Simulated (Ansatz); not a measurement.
# Li+ with SiH₄O: superposition error and deformation

Aim: split the binding of a pair into the counterpoise interaction, the basis-set superposition error and the cost of deforming the fragments.

Program: Ansatz 0.2.0, Gaussian basis. Level of theory: PBE0-D4 structures, single points in def2-TZVPPD. These are calculated values, not measurements.

Levels: PBE-D4, revPBE-D4, BLYP-D4, r2SCAN-D4, B97M-V, PBE0-D4, B3LYP-D4, HSE06-D4, wB97X-V, wB97M-V, B2PLYP, Hartree-Fock, MP2, CCSD, CCSD(T).

Cores are frozen in the correlated methods. The outer core shell of Li, Na, Mg and K is correlated. B3LYP uses VWN-RPA correlation. B2PLYP carries no dispersion term here.

24 further runs of the same task are left out: 1 that didn't finish, 23 set aside as unsound or not needed.

## (1) The starting structure

The relaxed pair: 7 atoms, charge 1, spin multiplicity 1.

Atoms are counted from 1 here; the program's logs count them from 0.

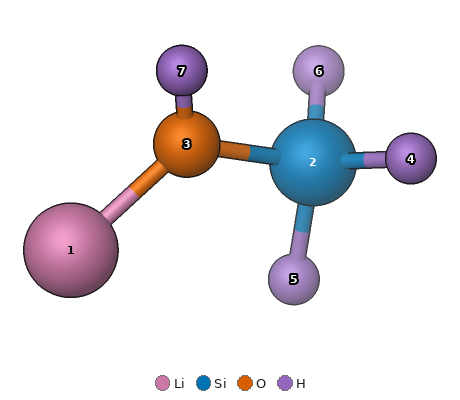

As it starts; lithium pink, silicon blue, oxygen orange, hydrogen purple; atoms are numbered from 1 in the order of the file.

Coordinates:

```xyz
7
H4LiOSi
Li   -1.8297   -0.3412   -1.5501
Si    0.7562    0.0253    0.1825
O    -0.9557    0.0261   -0.0003
H     1.1112   -1.0078    1.1735
H     1.1764   -0.3281   -1.1926
H     1.1756    1.3826    0.5792
H    -1.4341    0.2430    0.8079
```

Atoms 1 to 1 are fragment A (Li+), the rest fragment B (SiH₄O). From earlier runs, pair energy (eV) and counterpoise interaction (kJ/mol):

| method | E(pair) | interaction |
| --- | --- | --- |
| PBE-D4 | -10184.45559 | -151.75 |
| revPBE-D4 | -10189.37711 | -146.55 |
| BLYP-D4 | -10191.19173 | -153.85 |
| r2SCAN-D4 | -10189.73625 | -146.25 |
| B97M-V | -10189.61922 | -146.79 |
| PBE0-D4 | -10185.50659 | -156.42 |
| B3LYP-D4 | -10192.69446 | -158.79 |
| HSE06-D4 | -10185.19440 | -156.27 |
| wB97X-V | -10189.58052 | -154.00 |
| wB97M-V | -10189.97387 | -153.97 |
| B2PLYP | -10186.91314 | -155.23 |
| MP2 | -10174.58376 | -147.64 |
| CCSD(T) | -10175.70638 | -148.35 |

First each fragment is run alone in its own basis, frozen in the shape it has in the pair (a, b).

## (2) CCSD(T)/def2-TZVPPD

a/in.yaml

```yaml
crystal:
  periodic: [false, false, false]
  atoms:
    - {symbol: Li, position_ang: [-1.829659, -0.341177, -1.550137]}
basis:
  gaussian: {orbitals: "def2-TZVPPD.json"}
total_charge: 1
correlation: {method: ccsd_t}
```

b/in.yaml

```yaml
crystal:
  periodic: [false, false, false]
  atoms:
    - {symbol: Si, position_ang: [0.756239, 0.025330, 0.182503]}
    - {symbol: O, position_ang: [-0.955696, 0.026137, -0.000303]}
    - {symbol: H, position_ang: [1.111197, -1.007842, 1.173536]}
    - {symbol: H, position_ang: [1.176368, -0.328123, -1.192565]}
    - {symbol: H, position_ang: [1.175644, 1.382643, 0.579180]}
    - {symbol: H, position_ang: [-1.434095, 0.243032, 0.807886]}
basis:
  gaussian: {orbitals: "def2-TZVPPD.json"}
correlation: {method: ccsd_t}
```

The basis file named in the input lies beside it (Basis Set Exchange, JSON).

The command line of these runs was not kept.

Output in a:

```text
Functional definition: HF
  name "HF"
  cite "Fock, Z. Phys. 61, 126 (1930) doi:10.1007/BF01340294"
  parent pbe
  exchange = exact_x
  correlation = 0
115 factors; integrals over basis functions are off by at most 1.7e-4 eV
mean field evaluation 1: about -196.9117 eV, gradient 2.2e-2 eV
mean field evaluation 2: about -196.9117 eV, gradient 2.2e-2 eV
mean field evaluation 4: about -196.9117 eV, gradient 9.3e-7 eV
mean field -196.91172360 eV, -7.2363723707 hartree, gradient 9.3e-7 eV, S^2 0.000000; 0 other end points of the search recorded, 0 dependent functions left out
reference -196.91172360 eV, -7.2363723707 hartree; 1, 1 occupied and 21, 21 virtual orbitals, 115 factors
second order -0.81477337 eV of doubles, -0.00000000 eV of singles
cycle   1  -0.91492215 eV  change   -1.0e-1 eV  update   6.4e-3
cycle   2  -0.93093315 eV  change   -1.6e-2 eV  update   1.1e-3
cycle   3  -0.93078795 eV  change    1.5e-4 eV  update   9.2e-5
cycle   4  -0.93078954 eV  change   -1.6e-6 eV  update   4.4e-6
cycle   5  -0.93079010 eV  change   -5.6e-7 eV  update   7.2e-7
perturbative correction 0.00000000 eV, 0.0000000000 hartree
Total energy: -197.84251370 eV, -7.2705782759 hartree
```

Log of b, shortened:

```text
Functional definition: HF
  name "HF"
  cite "Fock, Z. Phys. 61, 126 (1930) doi:10.1007/BF01340294"
  parent pbe
[...]
876 factors; integrals over basis functions are off by at most 1.2e-3 eV
[...]
mean field -9964.94948047 eV, -366.2051389218 hartree, gradient 1.2e-6 eV, S^2 0.000000; 0 other end points of the search recorded, 0 dependent functions left out
6 core orbitals not correlated: weight in the atoms' cores, before any rotation towards them, 1.000 or more for the frozen orbitals, at most 0.000 for the correlated occupied ones
reference -9964.94948047 eV, -366.2051389218 hartree; 7, 7 occupied and 143, 143 virtual orbitals, 876 factors
second order -10.36323902 eV of doubles, -0.00000000 eV of singles
cycle   1  -10.65891021 eV  change   -3.0e-1 eV  update   7.4e-2
[...]
cycle   9  -11.01176848 eV  change   -1.0e-5 eV  update   1.5e-5
perturbative correction -0.34904955 eV, -0.0128273344 hartree
Total energy: -9976.31029849 eV, -366.6226412837 hartree
```

Times: 0.1 s (a), 9.5 s (b) on 2 threads, shared host; peak memory 1 GiB.

## (3) Relaxing SiH₄O alone

relax-b/in.yaml

```yaml
crystal:
  periodic: [false, false, false]
  atoms:
    - {symbol: Si, position_ang: [0.756239, 0.025330, 0.182503]}
    - {symbol: O, position_ang: [-0.955696, 0.026137, -0.000303]}
    - {symbol: H, position_ang: [1.111197, -1.007842, 1.173536]}
    - {symbol: H, position_ang: [1.176368, -0.328123, -1.192565]}
    - {symbol: H, position_ang: [1.175644, 1.382643, 0.579180]}
    - {symbol: H, position_ang: [-1.434095, 0.243032, 0.807886]}
basis:
  gaussian: {orbitals: def2-TZVP}
hamiltonian: {xc: pbe0, dispersion: d4}
relax: {f_tol: 0.005, max_steps: 200}
```

Output, shortened:

```text
Functional definition: PBE0
  name "PBE0"
  cite "Adamo & Barone, J. Chem. Phys. 110, 6158 (1999) doi:10.1063/1.478522"
  cite "Perdew, Burke & Ernzerhof, Phys. Rev. Lett. 77, 3865 (1996) doi:10.1103/PhysRevLett.77.3865"
  parent pbe
[...]
595 factors; their error is unknown
[...]
mean field -9986.11829735 eV, -366.9830785934 hartree, gradient 4.5e-5 eV, S^2 0.000000; 0 other end points of the search recorded, 0 dependent functions left out
[...]
reference -9986.11832338 eV, -366.9830795503 hartree; 13, 13 occupied and 79, 79 virtual orbitals, 595 factors
relax step   1: F+E_penalty+E_count = -9986.17099848 eV  Δ(F+E_penalty+E_count) = +0.000e0 eV  max|allowed force component| = 2.433e0 eV/Å  Δτ_max = 0.0000 Å  (23 SCF iters, accepted)
[...]
595 factors; their error is unknown
[...]
mean field -9986.23328887 eV, -366.9873044539 hartree, gradient 1.8e-5 eV, S^2 0.000000; 1 other end points of the search recorded, 0 dependent functions left out
[...]
reference -9986.23331424 eV, -366.9873053861 hartree; 13, 13 occupied and 79, 79 virtual orbitals, 595 factors
Total energy: -9986.28631311 eV, -366.9892530587 hartree
Atom 0 at     0.687343     0.022695     0.163582 Å, force    -0.000414     0.000135     0.000466 eV/Å
Atom 1 at    -0.954312     0.032381     0.021363 Å, force     0.002036    -0.000829    -0.003276 eV/Å
Atom 2 at     1.146557    -0.982421     1.161513 Å, force     0.000246     0.000128     0.000061 eV/Å
Atom 3 at     1.209201    -0.325353    -1.177404 Å, force    -0.000089    -0.000087    -0.000321 eV/Å
Atom 4 at     1.210636     1.352905     0.580364 Å, force     0.000276    -0.000091     0.000099 eV/Å
Atom 5 at    -1.469768     0.240970     0.800819 Å, force    -0.002056     0.000744     0.002972 eV/Å
Dipole moment:    -0.050822     0.068523     0.269121 e Å
```

It took 6.5 s on 2 threads, shared host; peak memory 0.13 GiB.

The steps of the relaxation:

| step | energy from step 1 (eV) | largest force component (eV/Å) |
| --- | --- | --- |
| 1 | 0.0000 | 2.4330 |
| 2 | -0.0839 | 1.2000 |
| 3 | -0.1060 | 0.5952 |
| 4 | -0.1131 | 0.1162 |
| 5 | -0.1152 | 0.0233 |
| 6 | -0.1152 | 0.0320 |
| 7 | -0.1153 | 0.0033 |

Distances of close pairs at the start and the end, largest changes first:

| bond | before (Å) | after (Å) | change (Å) |
| --- | --- | --- | --- |
| Si1–O2 | 1.722 | 1.648 | -0.074 |
| Si1–H5 | 1.475 | 1.489 | +0.014 |
| Si1–H3 | 1.475 | 1.489 | +0.014 |
| O2–H6 | 0.964 | 0.957 | -0.006 |
| Si1–H4 | 1.481 | 1.480 | -0.000 |

## (4) CCSD(T)/def2-TZVPPD

free-b/in.yaml

```yaml
crystal:
  periodic: [false, false, false]
  atoms:
    - {symbol: Si, position_ang: [0.687343, 0.022695, 0.163582]}
    - {symbol: O, position_ang: [-0.954312, 0.032381, 0.021363]}
    - {symbol: H, position_ang: [1.146557, -0.982421, 1.161513]}
    - {symbol: H, position_ang: [1.209201, -0.325353, -1.177404]}
    - {symbol: H, position_ang: [1.210636, 1.352905, 0.580364]}
    - {symbol: H, position_ang: [-1.469768, 0.240970, 0.800819]}
basis:
  gaussian: {orbitals: "def2-TZVPPD.json"}
correlation: {method: ccsd_t}
```

Output, shortened:

```text
Functional definition: HF
  name "HF"
  cite "Fock, Z. Phys. 61, 126 (1930) doi:10.1007/BF01340294"
  parent pbe
[...]
876 factors; integrals over basis functions are off by at most 1.2e-3 eV
[...]
mean field -9965.11456899 eV, -366.2112058133 hartree, gradient 7.7e-7 eV, S^2 0.000000; 0 other end points of the search recorded, 0 dependent functions left out
6 core orbitals not correlated: weight in the atoms' cores, before any rotation towards them, 1.000 or more for the frozen orbitals, at most 0.000 for the correlated occupied ones
reference -9965.11456899 eV, -366.2112058133 hartree; 7, 7 occupied and 143, 143 virtual orbitals, 876 factors
second order -10.29048077 eV of doubles, -0.00000000 eV of singles
cycle   1  -10.61397147 eV  change   -3.2e-1 eV  update   7.1e-2
[...]
cycle   9  -10.95312613 eV  change   -6.9e-6 eV  update   1.1e-5
perturbative correction -0.33816354 eV, -0.0124272808 hartree
Total energy: -9976.40585866 eV, -366.6261530551 hartree
```

Run time: 9.5 s. Hardware: 2 threads, shared host; peak memory 1 GiB.

## (5) The split

| method | interaction with counterpoise (kJ/mol) | without | superposition error | deformation | binding energy |
| --- | --- | --- | --- | --- | --- |
| PBE-D4 | -151.75 | -151.97 | 0.23 | 7.03 | -144.72 |
| revPBE-D4 | -146.55 | -146.81 | 0.27 | 6.16 | -140.38 |
| BLYP-D4 | -153.85 | -154.14 | 0.29 | 6.22 | -147.63 |
| r2SCAN-D4 | -146.25 | -146.41 | 0.15 | 10.38 | -135.88 |
| B97M-V | -146.79 | -146.95 | 0.16 | 12.16 | -134.64 |
| PBE0-D4 | -156.42 | -156.59 | 0.17 | 10.69 | -145.73 |
| B3LYP-D4 | -158.79 | -159.02 | 0.22 | 9.51 | -149.28 |
| HSE06-D4 | -156.27 | -156.45 | 0.18 | 10.66 | -145.61 |
| wB97X-V | -154.00 | -154.24 | 0.24 | 10.05 | -143.94 |
| wB97M-V | -153.97 | -154.26 | 0.28 | 9.62 | -144.35 |
| B2PLYP | -155.23 | -155.80 | 0.57 | 9.47 | -145.76 |
| Hartree-Fock | -158.97 | -159.08 | 0.11 | 15.93 | -143.04 |
| MP2 | -147.64 | -149.03 | 1.39 | 8.91 | -138.73 |
| CCSD | -150.58 | -152.03 | 1.45 | 10.27 | -140.31 |
| CCSD(T) | -148.35 | -149.90 | 1.55 | 9.22 | -139.13 |

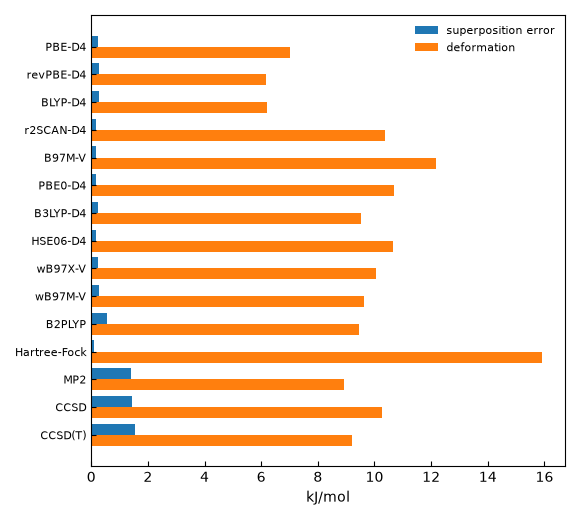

Superposition error and deformation energy by method.

## (6) Results

| quantity | value |
| --- | --- |
| interaction, CCSD(T) | -148.35 kJ/mol |
| superposition error | 1.55 kJ/mol |
| deformation | 9.22 kJ/mol |
| binding energy | -139.13 kJ/mol |

What this shows: In this basis the superposition error is 1.55 kJ/mol for CCSD(T) and 0.22 kJ/mol on average for the plain functionals: correlated methods borrow far more, since they need many more functions to converge. Deformation takes back 6 % of the interaction.
